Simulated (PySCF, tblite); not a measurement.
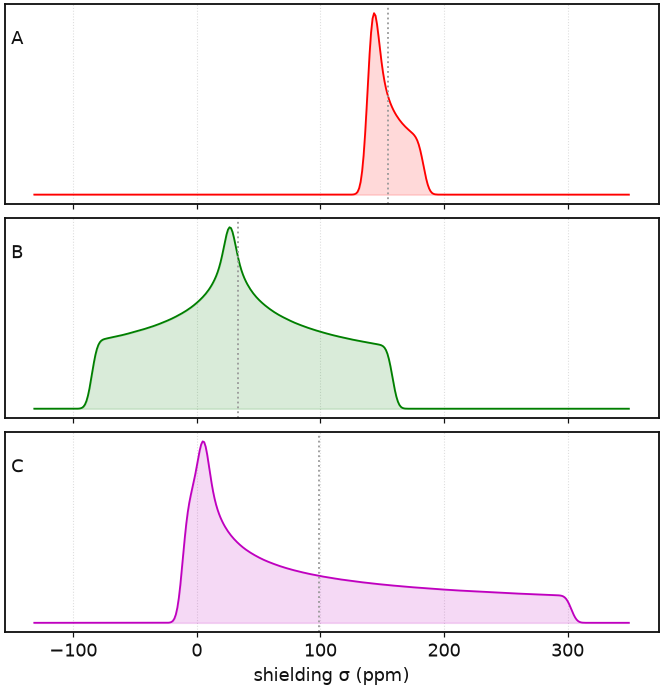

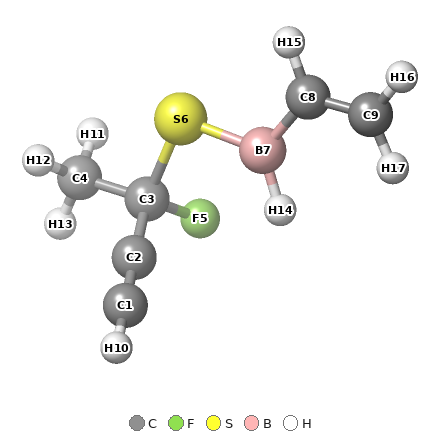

Static powder patterns (¹³C) from GIAO shielding tensors of C₆H₈BFS, SMILES C#C[C@](C)(F)SBC=C, PBE0/pcSseg-1, PySCF, at a GFN2-xTB geometry (a minimum by its frequencies); absolute shielding, one fixed geometry of the isolated molecule without any motion, no dipolar terms. The dotted line is the isotropic value; skew is 3(σiso − σ22)/span.

**The panels belong to C2, C4 and C9. Which is which?**

panel A: C4, σ11, σ22, σ33 = 138, 143, 183 ppm, isotropic 155, span 46 ppm, skew 0.78; panel B: C9, σ11, σ22, σ33 = −85, 27, 158 ppm, isotropic 33, span 243 ppm, skew 0.08; panel C: C2, σ11, σ22, σ33 = −12, 5, 303 ppm, isotropic 99, span 315 ppm, skew 0.89.

Note: the tight-binding geometry is rougher than a DFT one and adds to the error; one conformer of a flexible molecule.
